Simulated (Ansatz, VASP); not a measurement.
# Ge (Germanium) in two plane-wave programs

Wanted: the spread between two codes on one cell, functional and k mesh. The cell comes out of the VASP series on this material, whose earlier steps may have relaxed, scaled or displaced it; both programs get it as it stands.

Method: plane waves, with VASP 6.6.1 beside it; band structure at r2SCAN, single point at r2SCAN and band structure at r2SCAN, spin-orbit coupling, in Ansatz 0.2.0.

## (1) Set-up

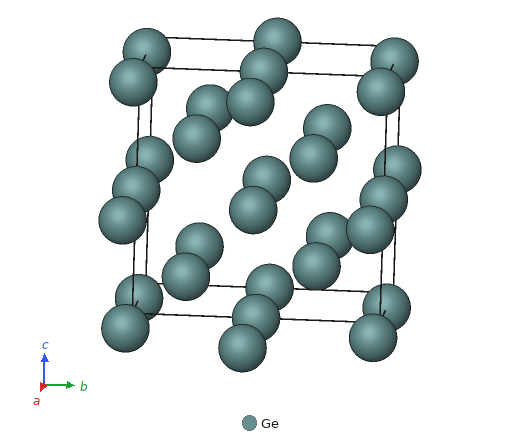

The cell as given, slightly off an axis (germanium teal). 2×1×1 cells are drawn. This picture shows the conventional cell, with its axes. Some periodic images of atoms are drawn too.

Coordinates:

```cif
data_structure
_symmetry_space_group_name_H-M 'P 1'
_symmetry_Int_Tables_number 1
_cell_length_a 4.0044
_cell_length_b 4.0044
_cell_length_c 4.0044
_cell_angle_alpha 60.000
_cell_angle_beta 60.000
_cell_angle_gamma 60.000
_cell_volume 45.40
loop_
_atom_site_label
_atom_site_type_symbol
_atom_site_fract_x
_atom_site_fract_y
_atom_site_fract_z
_atom_site_occupancy
Ge1 Ge 0.00000 0.00000 0.00000 1
Ge2 Ge 0.25000 0.25000 0.25000 1
```

## (2) Ansatz: band structure, r2SCAN

Ansatz runs on its default PAW (the set named soft_2) files.

The same path points are solved in both programs, so levels can be compared one by one.

input.yaml

```yaml
crystal:
  lattice:
    - [0.0, 2.8315135721, 2.8315135721]
    - [2.8315135721, 0.0, 2.8315135721]
    - [2.8315135721, 2.8315135721, 0.0]
  atoms:
    - { symbol: Ge, position: [0.0, 0.0, 0.0] }
    - { symbol: Ge, position: [0.25, 0.25, 0.25] }
hamiltonian:
  xc: r2scan
  pseudopotentials: { kind: paw }
kpoints:
  mp_grid: { grid: [6, 6, 6] }
  band_path:
    path:
      - [0.0, 0.0, 0.0]
      - [0.16667, 0.0, 0.16667]
      - [0.33333, 0.0, 0.33333]
      - [0.5, 0.0, 0.5]
      - [0.5, 0.08333, 0.58333]
      - [0.5, 0.18333, 0.68333]
      - [0.5, 0.25, 0.75]
      - [0.45, 0.3, 0.75]
      - [0.40833, 0.34167, 0.75]
      - [0.35, 0.35, 0.7]
      - [0.225, 0.225, 0.45]
      - [0.075, 0.075, 0.15]
      - [0.03333, 0.03333, 0.03333]
      - [0.23333, 0.23333, 0.23333]
      - [0.4, 0.4, 0.4]
      - [0.51667, 0.46667, 0.51667]
      - [0.55833, 0.38333, 0.55833]
      - [0.60833, 0.28333, 0.60833]
      - [0.60833, 0.25, 0.64167]
      - [0.55833, 0.25, 0.69167]
      - [0.51667, 0.25, 0.73333]
      - [0.5, 0.3, 0.7]
      - [0.5, 0.38333, 0.61667]
      - [0.5, 0.48333, 0.51667]
      - [0.475, 0.475, 0.55]
      - [0.425, 0.425, 0.65]
      - [0.38333, 0.38333, 0.73333]
      - [0.59167, 0.18333, 0.59167]
      - [0.55, 0.1, 0.55]
      - [0.5, 0.0, 0.5]
    npoints: 1
scf:
  occupations: { method: gaussian, width: 0.05 }
  n_extra_bands: 7
output:
  forces: true
  stress: true
  eigenvalues: true
```

Launch:

```
$ ansatz run input.yaml --threads 2 --pin off --max-ram 4608MiB --backend cpu --events-out ev --progress --plain --runs-dir out
```

Numbers of over 12 decimals in the logs are rounded to 6 here.

The log of the run:

```text
scf.n_extra_bands = 7 over 14 filled bands (N_el = 28.0): the run solves 21 bands
Engine: ansatz 0.2.0, aarch64-unknown-linux-gnu
Pseudopotentials: kind: paw
Pseudopotential: Ge, paw, valence charge 14, recommended cutoff 500 eV (meta_gga), Ge.paw.azcp
Functional definition: r2SCAN
  parameter k0 = 0.174
  parameter k1 = 0.065
  parameter a1 = 4.9479
  exchange = r2scan_x(k0 = k0, k1 = k1, a1 = a1)
  correlation = r2scan_c
Crystal: 2 atoms, lattice volume = 45.403 Å³
Basis set: ecut = 500 eV, 1139 PW (Γ), exchange–correlation on 120×120×120 points (64 copies of the dense FFT grid, shifted against one another)
Bands: 21, of which v1, the nominal top of the filled ones, is band 14 counted from 1 (13 counted from 0)
Symmetry: 48 space group operations
Space group: Fd-3m (ITA 227), of the structure as read, at distance tolerance 3.6e-5 Å
k-points: 16 of 216
Non-local potential: Ge, projectors of the file, l = 0: 2, l = 1: 2, l = 2: 3, l = 3: 1
PAW form: soft (Blöchl's): semilocal exchange-correlation on the pseudo side does not see the compensation charge
PAW frozen core: Ge, regenerated for the run's functional (the file was generated under x = pbe(κ = 0.804, μ = 0.219515), c = pbe(β = 0.066725))
PAW one-centre angular grid: Ge, 590 points (default); XC on 160 Gauss nodes
Initial density: superposition of atomic densities (neutral atoms: chi_scale 0, normalization atom), corrected by the library's trained network
Initial wavefunctions: pseudopotential atomic-orbital guess
Functional: x = r2scan, c = r2scan; τ floored in thin density (d = 2e-4 eV/Å³)
SCF iter   1: F=—  HF=-8605.764182 eV  |F-HF|=—  |Δ(HF+E_count)|=         —  Δρ=6.78e-3  dr2=6.48e-3  dr2_τ=4.67e-3  ethr=1.77e-3  ⟨swp⟩=6.0  Hψ=1605  notcnv=0  defer=1
preconditioner: auto → none  [insulator: Δε(μ)=0.365 eV  Ē_g=27.089 eV  σ=0.050 eV  W_gap=1.00  n_scr=14 (ndim 8)  ℏωp=29.2 eV  f_vac=0.078  D(μ)=0.00/eV (n_scr^D=0)  ε∞_Penn≈2.2]
SCF iter   2: F=—  HF=-8605.774428 eV  |F-HF|=—  |Δ(HF+E_count)|=   1.02e-2  Δρ=1.60e-3  dr2=5.31e-4  dr2_τ=2.20e-5  ethr=2.31e-5  ⟨swp⟩=2.0  Hψ=763  notcnv=0  defer=37
SCF iter   3: F=—  HF=-8605.774464 eV  |F-HF|=—  |Δ(HF+E_count)|=   3.57e-5  Δρ=1.12e-3  dr2=1.69e-4  dr2_τ=2.30e-6  ethr=1.90e-6  ⟨swp⟩=2.0  Hψ=459  notcnv=0  defer=37
SCF iter   4: F=—  HF=-8605.774528 eV  |F-HF|=—  |Δ(HF+E_count)|=   6.41e-5  Δρ=5.13e-5  dr2=8.43e-7  dr2_τ=1.97e-8  ethr=6.05e-7  ⟨swp⟩=2.0  Hψ=396  notcnv=0  defer=37
SCF iter   5: F=—  HF=-8605.774530 eV  |F-HF|=—  |Δ(HF+E_count)|=   2.53e-6  Δρ=9.06e-6  dr2=2.02e-8  dr2_τ=2.63e-10  ethr=3.01e-9  ⟨swp⟩=2.0  Hψ=523  notcnv=0  defer=37
SCF iter   6: F=-8605.774530 eV  HF=-8605.774530 eV  |F-HF|=3.18e-10  |Δ(HF+E_count)|=   1.09e-8  Δρ=1.07e-6  dr2=2.60e-10  dr2_τ=1.46e-11  ethr=7.20e-11  ⟨swp⟩=6.4  Hψ=1299  notcnv=0
SCF 1 converged in 6 iterations: F = -8605.774530 eV  dr2 = 2.60e-10
  greatest PAW one-centre occupation: 0.998 electrons in one spin orbital (limit 2), on the Ge atom at site 1 (counted from 0), in its partial waves of l = 2
NSCF: frozen V_eff on 30 k-points
SCF converged after 6 iterations
Free energy (F): -8605.774530 eV
Harris-Foulkes:  -8605.774530 eV  (|F-HF|=3.18e-10)
Internal energy: -8605.774530 eV  (E = F + TS)
E sigma→0 (E₀):  -8605.774530 eV
Fermi energy:    8.560812 eV
--- Per-component energies (eV) ---
  E_band       = -318.334873
  E_kinetic    = 222.221483
  E_local      = -4948.513211  (includes V_loc(G=0)·N_el)
  E_nonlocal   = 840.266356
  E_hartree    = 2173.894576
  E_xc         = -138.253033
  E_vxc        = -135.871171  (∫ρ·V_xc dr)
  E_paw        = -4068.555316  (= ΣΔE_a)
  E_vpaw       = -651.844888  (= ΣTr[D̂ρ^β])
  E_aug_tail   = 0.000038  (compensation charges beyond the density's cutoff)
  E_vtau       = 7.616865  (kinetic-family band-sum trace: ∫τ·v_τ [+ j·A + Jᵃ·Aᵃ] dr)
  E_ewald      = -2684.663892
  E_core_change = -2.171532  (= ΣΔE_core)
  E_smearing   = -0.000000  (= −TS)
  E_closure    = -0.000000  (closes the sum)
  Σ components = -8605.774530   (vs F -8605.774530, Δ=0.00e0)
--- Forces (eV/Å), atoms counted from 1 ---
  atom   1  Ge     0.00000000     0.00000000     0.00000000
  atom   2  Ge     0.00000000     0.00000000     0.00000000
  max |Σ_I F_I| component: 5.55e-17 eV/Å
--- Stress (GPa, compression-positive) ---
        0.338427       0.000000       0.000000
       -0.000000       0.338427       0.000000
        0.000000       0.000000       0.338427
  P = ⅓ Tr σ = 0.3384 GPa (3.384 kbar)
--- Band table (eV; the first three rows and the last of 16) ---
  k-point 0: bands = [... 10 lower, -4.9287, 8.3483, 8.3483, 8.3483, 8.7669, 11.0718, 11.0718, 11.0718, ... 3 higher]
  k-point 1: bands = [... 10 lower, -4.5763, 5.1557, 7.8017, 7.8017, 9.5840, 11.7990, 11.7990, 12.8676, ... 3 higher]
  k-point 2: bands = [... 10 lower, -3.5995, 2.0838, 7.1220, 7.1220, 9.0320, 12.3734, 12.3734, 15.8919, ... 3 higher]
  k-point 15: bands = [... 10 lower, -0.7749, -0.7749, 4.4824, 4.4824, 11.3324, 11.3324, 15.3637, 15.3637, ... 3 higher]
```

Wall time 3.4 s (2 threads of Arm Neoverse N1, shared host); peak memory 0.4 GiB.

## (3) VASP: band structure, r2SCAN

The same cell, functional, mesh and smearing now go to VASP, with its own data sets and cutoff.

Lines of VASP's logs that name or quote its potential files are left out, and so is its time.

INCAR

```
SYSTEM = Ge
PREC = Accurate
ENCUT = 410
EDIFF = 1E-06
NELM = 100
ISMEAR = 0
SIGMA = 0.05
LREAL = .FALSE.
ALGO = Normal
METAGGA = R2SCAN
LASPH = .TRUE.
NBANDS = 26
LORBIT = 11
LWAVE = .FALSE.
LCHARG = .FALSE.
KPAR = 2
```

POSCAR

```
Ge
1.0
    0.0000000000      2.8315135721      2.8315135721
    2.8315135721      0.0000000000      2.8315135721
    2.8315135721      2.8315135721      0.0000000000
Ge
2
Direct
    0.0000000000      0.0000000000      0.0000000000
    0.2500000000      0.2500000000      0.2500000000
```

KPOINTS

```
Automatic mesh
0
Gamma
6 6 6
0 0 0
```

KPOINTS_OPT

```
Line mode
16
Line-mode
Reciprocal
  0.00000000   0.00000000   0.00000000 GAMMA
  0.50000000   0.00000000   0.50000000 X

  0.50000000   0.00000000   0.50000000 X
  0.50000000   0.25000000   0.75000000 W

  0.50000000   0.25000000   0.75000000 W
  0.37500000   0.37500000   0.75000000 K

  0.37500000   0.37500000   0.75000000 K
  0.00000000   0.00000000   0.00000000 GAMMA

  0.00000000   0.00000000   0.00000000 GAMMA
  0.50000000   0.50000000   0.50000000 L

  0.50000000   0.50000000   0.50000000 L
  0.62500000   0.25000000   0.62500000 U

  0.62500000   0.25000000   0.62500000 U
  0.50000000   0.25000000   0.75000000 W

  0.50000000   0.25000000   0.75000000 W
  0.50000000   0.50000000   0.50000000 L

  0.50000000   0.50000000   0.50000000 L
  0.37500000   0.37500000   0.75000000 K

  0.62500000   0.25000000   0.62500000 U
  0.50000000   0.00000000   0.50000000 X
```

The projector-augmented-wave data sets are Ge_d (PBE family, release 64).

Launch:

```
$ mpirun -np 2 vasp_std
```

The log of the run:

```text
[banner, memory and clock lines left out]
running    2 mpi-ranks, on    1 nodes
 distrk:  each k-point on    1 cores,    2 groups
 distr:  one band on    1 cores,    1 groups

 POSCAR found type information on POSCAR Ge
 POSCAR found :  1 types and       2 ions
|                                                                             |
|               ----> ADVICE to this user running VASP <----                  |
|                                                                             |
|     You enforced a specific xc type in the INCAR file but a different       |
|     [... a line on the potential file left out ...]
|     I HOPE YOU KNOW WHAT YOU ARE DOING!                                     |
|                                                                             |

 LDA part: xc-table for (None), standard interpolation
 POSCAR, INCAR and KPOINTS ok, starting setup
 FFT: planning ... GRIDC
 FFT: planning ... GRID_SOFT
 FFT: planning ... GRID
 WAVECAR not read
 entering main loop
       N       E                     dE             d eps       ncg     rms          rms(c)
DAV:   1     0.167459673416E+03    0.16746E+03   -0.11913E+04  1064   0.267E+03
DAV:   2    -0.254409710997E+01   -0.17000E+03   -0.16206E+03   840   0.537E+02
DAV:   3    -0.295518066565E+02   -0.27008E+02   -0.26805E+02   932   0.117E+02
DAV:   4    -0.303848759938E+02   -0.83307E+00   -0.83256E+00   918   0.240E+01
DAV:   5    -0.303965752332E+02   -0.11699E-01   -0.11698E-01  1004   0.305E+00    0.338E+00
DAV:   6    -0.277180358927E+02    0.26785E+01   -0.28773E-01   876   0.738E+00    0.196E+00
DAV:   7    -0.276996856873E+02    0.18350E-01   -0.82656E-02  1088   0.333E+00    0.259E-01
DAV:   8    -0.276990918642E+02    0.59382E-03   -0.55836E-03  1112   0.990E-01    0.107E-01
DAV:   9    -0.276992227199E+02   -0.13086E-03   -0.64431E-03  1116   0.142E+00    0.675E-02
DAV:  10    -0.276989662087E+02    0.25651E-03   -0.44072E-04  1138   0.329E-01    0.319E-02
DAV:  11    -0.276988857348E+02    0.80474E-04   -0.26992E-04  1214   0.268E-01    0.447E-03
DAV:  12    -0.276988882555E+02   -0.25207E-05   -0.16355E-05   984   0.398E-02    0.338E-03
DAV:  13    -0.276988912224E+02   -0.29669E-05   -0.47919E-07   702   0.778E-03    0.156E-03
DAV:  14    -0.276988917661E+02   -0.54373E-06   -0.24079E-07   472   0.799E-03
   1 F= -.27698892E+02 E0= -.27698892E+02  d E =-.279847E-09
 Start KPOINTS_OPT (optional k-point list driver)
k-point batch [1-16\160]
       N       E                     dE             ncg
DAV:   1    -0.355946388197E+04   -0.10524E+05     1016
DAV:   2    -0.619529997596E+04   -0.26358E+04      848
DAV:   3    -0.660719678961E+04   -0.41190E+03      898
DAV:   4    -0.661907902535E+04   -0.11882E+02      932
DAV:   5    -0.661924320819E+04   -0.16418E+00      928
DAV:   6    -0.661924719922E+04   -0.39910E-02      916
DAV:   7    -0.661924734137E+04   -0.14214E-03      952
DAV:   8    -0.661924734739E+04   -0.60230E-05      872
DAV:   9    -0.661924734761E+04   -0.22045E-06      532
[...]
k-point batch [145-160\160]
       N       E                     dE             ncg
DAV:   1    -0.358426655585E+04   -0.18713E+05     1044
DAV:   2    -0.633213783961E+04   -0.27479E+04      832
DAV:   3    -0.676299681636E+04   -0.43086E+03     1012
DAV:   4    -0.677530273214E+04   -0.12306E+02      940
DAV:   5    -0.677547347006E+04   -0.17074E+00      974
DAV:   6    -0.677547784896E+04   -0.43789E-02      898
DAV:   7    -0.677547801468E+04   -0.16572E-03      990
DAV:   8    -0.677547802206E+04   -0.73783E-05      852
DAV:   9    -0.677547802235E+04   -0.29040E-06      550
```

Parts of OUTCAR (step 3):

```text
ion  position               nearest neighbor table
   1  0.000  0.000  0.000-   2 2.45   2 2.45   2 2.45   2 2.45
   2  0.250  0.250  0.250-   1 2.45   1 2.45   1 2.45   1 2.45

  LATTYP: Found a face centered cubic cell.
 ALAT       =     5.6630271442

 Subroutine GETGRP returns: Found 48 space group operations
 (whereof 24 operations were pure point group operations)

The static configuration has the point symmetry T_d .
 The point group associated with its full space group is O_h .

 Found     16 irreducible k-points:

   k-points           NKPTS =     16   k-points in BZ     NKDIM =     16   number of bands    NBANDS=     26

   dimension x,y,z NGX =    28 NGY =   28 NGZ =   28
   dimension x,y,z NGXF=    56 NGYF=   56 NGZF=   56

   ENCUT  =  410.0 eV  30.13 Ry    5.49 a.u.   6.61  6.61  6.61*2*pi/ulx,y,z

   NELECT =      28.0000    total number of electrons

 k-points in reciprocal lattice and weights: Automatic mesh
   0.00000000  0.00000000  0.00000000       0.005
   0.16666667  0.00000000  0.00000000       0.037
   0.33333333  0.00000000  0.00000000       0.037
   0.50000000  0.00000000  0.00000000       0.019
   0.16666667  0.16666667  0.00000000       0.028
   0.33333333  0.16666667  0.00000000       0.111
   0.50000000  0.16666667  0.00000000       0.111
  -0.33333333  0.16666667  0.00000000       0.111
  -0.16666667  0.16666667  0.00000000       0.056
[...]
-0.33333333  0.33333333  0.16666667       0.111
  -0.33333333  0.50000000  0.16666667       0.056

 average (electrostatic) potential at core
       1 -79.4579       2 -79.4579

 E-fermi :   4.9724

 k-point     1 :       0.0000    0.0000    0.0000
  band No.  band energies     occupation
    ...
     10     -20.4307      2.00000
     11      -8.5015      2.00000
     12       4.7800      2.00000
     13       4.7801      2.00000
     14       4.7801      2.00000
     15       5.1581      0.00000
     16       7.4910      0.00000
     17       7.4911      0.00000
     18       7.4911      0.00000
     19      11.8295      0.00000
    ...

 k-point     2 :       0.1667    0.0000    0.0000
  band No.  band energies     occupation
    ...
     10     -20.4190      2.00000
     11      -8.1493      2.00000
     12       1.5769      2.00000
     13       4.2321      2.00000
     14       4.2322      2.00000
     15       5.9906      0.00000
     16       8.2192      0.00000
     17       8.2193      0.00000
     18       9.2823      0.00000
     19      13.2088      0.00000
    ...

 k-point     3 :       0.3333    0.0000    0.0000
  band No.  band energies     occupation
    ...
     10     -20.4095      2.00000
     11      -7.1732      2.00000
     12      -1.4917      2.00000
     13       3.5517      2.00000
     14       3.5518      2.00000
     15       5.4414      0.00000
     16       8.7966      0.00000
     17       8.7967      0.00000
     18      12.3012      0.00000
     19      13.2412      0.00000
    ...

  Total        0.0124075      0.0124075      0.0124075      0.0000000     -0.0000000     -0.0000000
  in kB        0.4378338      0.4378338      0.4378338      0.0000000     -0.0000000     -0.0000000
  external PRESSURE =       0.4378338 kB  Pullay stress =       0.0000000 kB

  energy-cutoff  :      410.00
  volume of cell :       45.40
      direct lattice vectors                 reciprocal lattice vectors
     0.000000000  2.831513572  2.831513572    -0.176584003  0.176584003  0.176584003
     2.831513572  0.000000000  2.831513572     0.176584003 -0.176584003  0.176584003
     2.831513572  2.831513572  0.000000000     0.176584003  0.176584003 -0.176584003

 POSITION                                       TOTAL-FORCE (eV/Angst)
 -----------------------------------------------------------------------------------
      0.00000      0.00000      0.00000         0.000000      0.000000      0.000000
      1.41576      1.41576      1.41576        -0.000000     -0.000000     -0.000000
 -----------------------------------------------------------------------------------
    total drift:                                0.000000      0.000000      0.000000

  FREE ENERGIE OF THE ION-ELECTRON SYSTEM (eV)
  ---------------------------------------------------
  free  energy   TOTEN  =       -27.6988917661 eV

  energy  without entropy=      -27.6988917658  energy(sigma->0) =      -27.69889177

 total charge
# of ion       s       p       d       tot
------------------------------------------
    1        1.098   1.296  10.022  12.416
    2        1.098   1.296  10.022  12.416
--------------------------------------------------
tot          2.196   2.592  20.044  24.832

[... 3 further parts left out ...]
```

The run ends at a pressure of 0.04 GPa.

## (4) Comparison

Known differences besides the PAW data sets themselves: VASP keeps PBE cores, Ansatz makes them for the functional; the cutoff is 500 eV in Ansatz and 410 eV in VASP. Total energies have different zeros and are not compared.

Both answers:

```
                     quantity  Ansatz   VASP  difference
               pressure (GPa)    0.34   0.04       +0.29
gap over the path points (eV)   0.419  0.378      +0.041
```

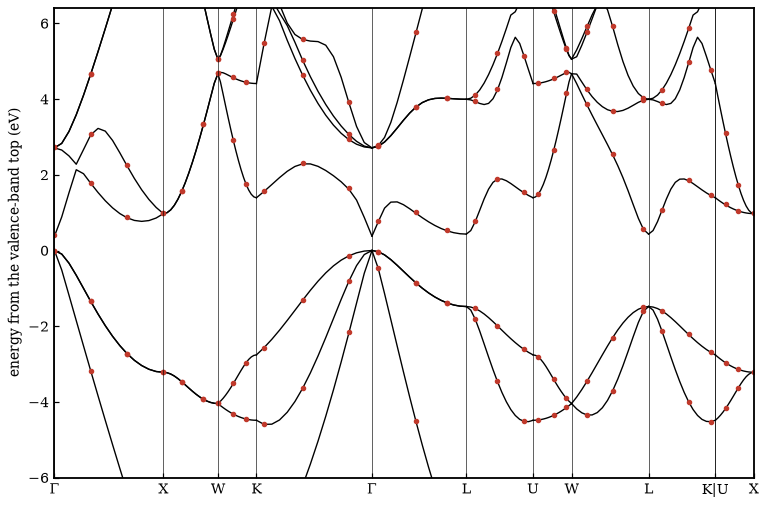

Bands from VASP (lines) and levels from Ansatz (dots). Dots without a line are higher empty bands that the VASP plot leaves out.

Levels at points of the path, from each program's valence-band top (eV; 3 filled, then empty):

```csv
k (reciprocal lattice),Ansatz,VASP
0.000 0.000 0.000,0.00 0.00 0.00 0.42 2.72 2.72,0.00 0.00 0.00 0.38 2.71 2.71
0.167 0.000 0.167,-3.17 -1.34 -1.34 1.78 3.08 4.67,-3.18 -1.35 -1.35 1.77 3.06 4.66
0.333 0.000 0.333,-6.36 -2.72 -2.72 0.87 2.25 7.76,-6.37 -2.73 -2.73 0.86 2.23 7.75
0.500 0.000 0.500,-9.20 -3.21 -3.21 0.98 0.98 10.10,-9.21 -3.22 -3.22 0.97 0.97 10.08
0.500 0.083 0.583,-9.17 -3.46 -3.46 1.56 1.56 9.10,-9.18 -3.46 -3.46 1.55 1.55 9.08
0.500 0.183 0.683,-9.11 -3.93 -3.93 3.33 3.33 6.58,-9.12 -3.93 -3.93 3.32 3.32 6.57
0.500 0.250 0.750,-9.10 -4.04 -4.04 4.69 4.69 5.06,-9.10 -4.04 -4.04 4.67 4.67 5.06
0.450 0.300 0.750,-8.74 -4.32 -3.51 2.92 4.58 6.11,-8.75 -4.32 -3.51 2.91 4.56 6.10
0.408 0.342 0.750,-8.61 -4.45 -2.96 1.76 4.46 7.20,-8.61 -4.45 -2.96 1.75 4.44 7.19
0.350 0.350 0.700,-8.30 -4.59 -2.56 1.57 5.49 7.19,-8.31 -4.59 -2.56 1.56 5.47 7.17
```

Among the levels compared (up to four filled and three empty ones at each point), filled levels agree within 13 meV and empty ones within 41 meV. Ansatz's pressure holds a Pulay correction of 0.05 GPa; VASP's holds none.

## (5) Further runs

An all-electron run, which needs no data sets, serves as referee.

```
                              run  difference in gap over the path points (eV)
                         as above                                        0.041
Ansatz's all-electron LAPW method                                        0.046
```

## (6) Ansatz: single point, r2SCAN

With cell and atoms fixed, the geometry can't cause a difference; cores, projectors, grids and the points listed under the comparison can.

The cell comes out of the VASP series on this material, whose earlier steps may have relaxed, scaled or displaced it; both programs get it as it stands.

input.yaml, the sections that differ from step 2:

```yaml
kpoints:
  mp_grid: { grid: [9, 9, 9] }
scf:
  occupations: { method: tetrahedron }
output:
  forces: true
  stress: true
# crystal, hamiltonian: as in step 2
```

Launch:

```
$ ansatz run input.yaml --threads 2 --pin off --max-ram 4608MiB --backend cpu --events-out ev --progress --plain --runs-dir out
```

The log of the run:

```text
Warning: output.forces, output.stress, relax.cell or npt_langevin: where a Kohn–Sham band that disperses or a degenerate level is filled in part under the method tetrahedron, the forces or the stress that this run publishes need not agree with its energy (scf.occupations.method in the input reference, under Limitations); prefer a smearing scheme for the forces or the stress
[...]
--- Band table (eV; the first three rows and the last of 35) ---
  k-point 0: bands = [... 10 lower, -4.9356, 8.3420, 8.3420, 8.3420, 8.7587, 11.0670, 11.0670, 11.0670]
  k-point 1: bands = [... 10 lower, -4.7779, 6.2957, 8.0539, 8.0539, 9.6618, 11.4539, 11.4539, 11.9049]
  k-point 2: bands = [... 10 lower, -4.3163, 4.0449, 7.5365, 7.5365, 9.3897, 12.0957, 12.0957, 13.9050]
  k-point 34: bands = [... 10 lower, -1.3493, -0.1659, 4.0900, 4.7282, 12.4796, 12.5605, 13.1202, 14.9536]
[key lines of the parts left out:]
SCF converged after 6 iterations
Free energy (F): -8605.809180 eV
Fermi energy:    8.342037 eV
P = ⅓ Tr σ = 0.4253 GPa (4.253 kbar)
```

Elapsed: 3.6 s, on 2 threads; peak memory 0.42 GiB.

The run ends at a pressure of 0.43 GPa.

(Part 1 of 2 ends here.)

[Lines on the potential files, build, host, timing and source positions are cut from VASP's logs without a mark.]

[Logs are printed without paths, hosts, clocks, repeated set-up lines and the standing remarks that a program may print on its own settings, such as how far it seeks lower states.]

[Hosts, paths, dates, database ids (printed as entryN), source tags and the programs' standing remarks are cut or masked in the printed files.]
